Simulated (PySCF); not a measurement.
## Electronic structure of FH$_{8}$NSi$_{3}$ (SMILES N[Si](F)([SiH3])[SiH3]) in real space

The calculation's input:

```
{"job": {"kind": "nmr", "xc": "PBE0", "basis": "pcSseg-1"}, "charge": 0, "multiplicity": 1}
Si     0.258100     0.041260     0.535556
Si    -0.534283    -2.061593    -0.124946
Si     1.026483     1.431865    -1.186206
N     -1.037251     0.865104     1.304668
F      1.542296    -0.226499     1.528296
H      0.593085    -2.948980    -0.543186
H     -1.478413    -1.906941    -1.274968
H     -1.267140    -2.712753     1.007435
H      0.018932     1.478698    -2.290869
H      1.212233     2.820927    -0.656376
H      2.328623     0.950561    -1.738792
H     -1.661227     0.391888     1.949124
H     -0.991155     1.859718     1.497775
```

Run with:

```sh
OMP_NUM_THREADS=1 python cluster_run.py task.json out
```

Geometry: PBE0-D3(BJ)/def2-SVP.

Computed with PySCF, PBE0/pcSseg-1, SCF density, gas phase, non-relativistic.

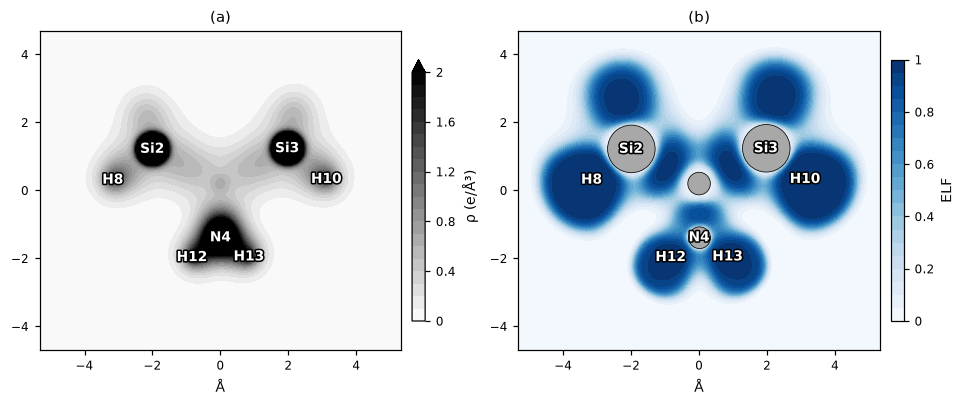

Figure 1. (a) total electron density; (b) electron localisation function on the plane of atoms H12, N4 and H13. Grey discs cover the atomic cores in the ELF map.

### Interpret the plot.

- The plane passes through Si, N and H nuclei.
- N–H (1.01 Å): the density is about 2.8 e/Å³ at the midpoint; the ELF climbs to about 1 towards the hydrogen, as it does in any bond to H (an ordinary covalent bond to hydrogen).
- Si–H (1.50 Å): the density is about 0.76 e/Å³ at the midpoint; the ELF climbs to about 1 towards the hydrogen.

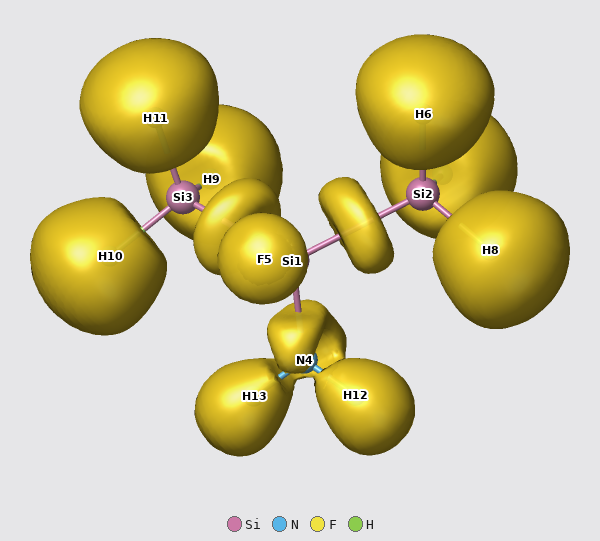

Figure 2. Isosurface of the electron localisation function at 0.8 (yellow), seen at a tilt. Core shells and regions of very low density are left out.

### Describe the localisation domains.

The surface consists of two regions between bonded Si–Si atoms (shared pairs), six regions around hydrogen nuclei, one region wrapped around F (its lone pairs, merged into a ring or cap) and one joined region spread over several atoms (H, N), in which their bonds and any lone pairs are merged. Along the contacts the grid gives the following. Si–F (1.65 Å): the ELF peaks at about 0.85 in the valence shell of F, 0.5 Å from its nucleus, and is about 0.50 at the midpoint. Si–N (1.72 Å): the ELF peaks at about 0.90 between the atoms (a polar covalent bond).

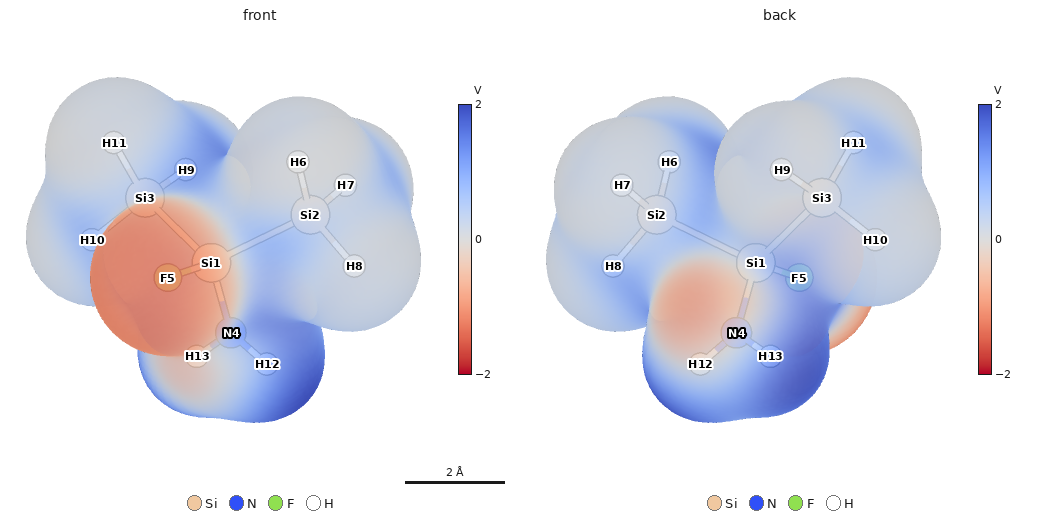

Figure 3. The molecular electrostatic potential painted on the density surface at 0.002 e/bohr³, seen from the front and from behind; red is negative and blue positive.

### Which sites attract a positive test charge, and which a negative one?

A positive charge is drawn to the negative regions and a negative charge to the positive ones. The most negative region (about −1.2 V) lies over F5, the most positive (about +1.9 V) over H12 and H13.
